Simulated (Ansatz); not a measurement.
**Fields on a plane of ZnCu2SnSe4 (space group I-42m)**

```
CELL_PARAMETERS angstrom
     -2.84489     2.84489     5.70814
      2.84489    -2.84489     5.70814
      2.84489     2.84489    -5.70814
ATOMIC_POSITIONS crystal
  Zn 0.00000 0.00000 0.00000
  Cu 0.75000 0.25000 0.50000
  Cu 0.25000 0.75000 0.50000
  Sn 0.50000 0.50000 0.00000
  Se 0.62462 0.62462 0.51771
  Se 0.37538 0.89309 0.00000
  Se 0.10691 0.10691 0.48229
  Se 0.89309 0.37538 0.00000
```

The slice is a (1 0 -1) plane (indices of the conventional cell) through the point (0.250, 0.750, 0.500) (fractional), spanned by u = [101] and v = [121] in vectors of this cell: u (5.69 Å) and v (12.76 Å, at 90° to u). It covers one period; positions are fractions (u, v).

Atoms on it: Cu at (0.00, 0.00); Cu at (0.50, 0.50). Other atoms lie within 1 Å of the plane.

These are r2SCAN (plane waves to 500 eV, PAW, scalar-relativistic; Ansatz, an electronic-structure program) values and carry that method's errors. k mesh 8×8×8. Inside the PAW spheres the values are not all-electron values, and peaks at nuclei hang on which shells count as valence. At this level the bands of ZnCu2SnSe4 touch or barely overlap. ZnCu2SnSe4 is run without spin polarisation. ZnCu2SnSe4 was relaxed with its symmetry unable to fall.

```
|763210001236|
|432100123333|
|211001234443|
|210011234543|
|200012334443|
|111112233332|
|222222222222|
|233332111112|
|234443100011|
|245543210001|
|234543211001|
|123333432110|
|012236763210|
|001237973210|
|001236763210|
|123333432100|
|234443211001|
|234543210011|
|334443200012|
|233332111112|
|222222222222|
|111112233332|
|100011234443|
|210001245543|
|211001234543|
|432110123333|
|763210012236|
|973210001237|
```
Scale: ten equal steps from -1.79 (start of '0') to 1.85 (end of '9'), in the order '0123456789'. Values: log₁₀ of the valence density in e/Å³. The map has 12 points along u (one character each, u = 0 at the left) and 28 along v (v = 0 in the bottom row). The scale is logarithmic, as a density can span decades between atoms and voids.

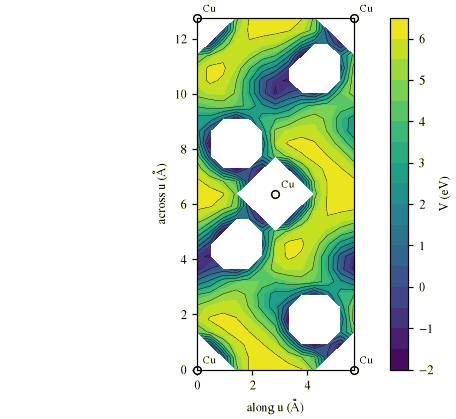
Electrostatic potential energy of an electron, from the cell's mean, in eV, one period of the plane, atoms marked. Points within 1 Å of a nucleus are left white, as the pseudised field means little there. Values under -2 eV are set to -2. The zero, the cell's mean, hangs on the PAW cores.
